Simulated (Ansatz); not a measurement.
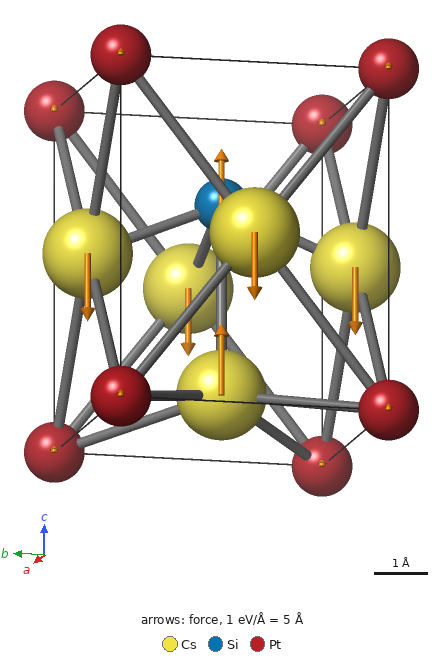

Starting geometry of solid Cs$_{3}$SiPt (a generated structure, set up in P4mm) (coarse preliminary run) with the computed forces as orange arrows. Style: ball-and-stick. Shown: the cell of the calculation, from a free direction.

Method: Ansatz 0.2.0, DFT PBE, scalar-relativistic, plane waves, PAW.

The input:
```yaml
crystal:
  lattice:
    - [5.20928911, 0.0, 0.0]
    - [0.0, 5.20928911, 0.0]
    - [0.0, 0.0, 6.59159863]
  atoms:
    - { symbol: Cs, position: [0.5, 0.5, 0.1059] }
    - { symbol: Cs, position: [0.0, 0.5, 0.5] }
    - { symbol: Cs, position: [0.5, 0.0, 0.5] }
    - { symbol: Si, position: [0.5, 0.5, 0.662] }
    - { symbol: Pt, position: [0.0, 0.0, 0.0] }
basis:
  ecutwfc: 420
kpoints:
  mp_grid: { grid: [4, 4, 4] }
hamiltonian:
  xc: pbe
scf:
  occupations: { method: gaussian, width: 0.1 }
  lower_state_search: "off"
output:
  forces: true
  stress: true
  eigenvalues: true
relax:
  adjacent_minimum: "off"
  f_tol: 0.04
  max_steps: 70
  cell: { stress_tol: 0.4 }
```

Run as
```bash
ansatz run input.yaml --threads 1 --pin off --max-ram 2560MiB --backend cpu --events-out ev --progress --plain --runs-dir out
```

What follows when this structure is relaxed?

It isn't relaxed: the largest force vector, on Cs1, is 0.28 eV/Å. The final displacements have little in common with the starting forces (cosine between the two patterns −0.06). The largest move relative to the cell is that of Pt5, 1.94 Å along +c. Largest moves by element: Pt 1.94 Å, Si 0.81 Å, Cs 0.44 Å. Cell: a = b 5.209 → 6.322 Å (+21.4 %), c 6.592 → 7.740 Å (+17.4 %). Volume +73.0 %. Near-neighbour distances that change, for instance: Cs2–Pt5 4.201 → 6.923 Å, Cs1–Pt5 3.749 → 4.736 Å, Cs1–Si4 2.926 → 3.807 Å, Cs2–Pt5 (another image) 4.201 → 3.535 Å. Bonds break: Cs2–Pt5 (4.20 → 6.92 Å), Cs3–Pt5 (4.20 → 6.92 Å). Among the angles between lasting bonds that change: Cs2–Pt5–Cs2 76.6° → 126.8°, Pt5–Cs3–Pt5 76.6° → 126.8°, Cs2–Si4–Cs2 135.4° → 152.0°. The space group stays P4mm (No. 99). After 14 accepted moves (17 points after the start) the energy has fallen by 503 meV per atom. Largest force component: 0.28 eV/Å at the start, 0.0067 eV/Å at the end. The pressure goes from 7.20 to −0.01 GPa. The line search rejected the trial step at point 11 of the run. The SCF was repeated twice at an unchanged geometry on a basis and grid sized afresh for the cell, which shifted the energy by 19.2 meV per atom at most.
